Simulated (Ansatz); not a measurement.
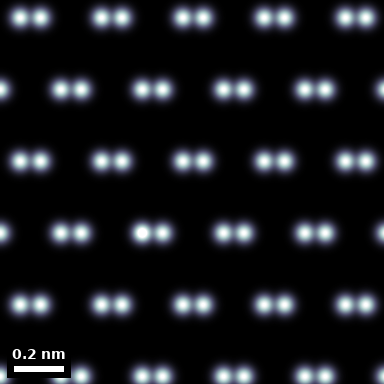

Dark-field STEM-like image of Sn (I4_1/amd, No. 141) along [100]. The image is simulated as a sum over atoms of Z^1.7, blurred by a 0.52 Å probe (no channelling). The display is stretched by a gamma of 0.65; percentages refer to the linear signal.

The sample is 4 repeats (23.2 Å) thick. One point defect was put into the perfect crystal, without relaxing the atoms around it. Brightness is counted from the darkest point of the image. Host structure: the input geometry of an electronic-structure calculation (not necessarily at equilibrium).

Q: Where is the defect (in Å from the left and the top edge), and what does its contrast suggest?

A: At about 6 Å from the left and 9 Å from the top. The column is brighter, which points to a heavier atom. The column holds 4 atoms (Sn) through the sample, and one Sn atom is replaced by Pb, so its peak rises to about 135 % of that of its equals.
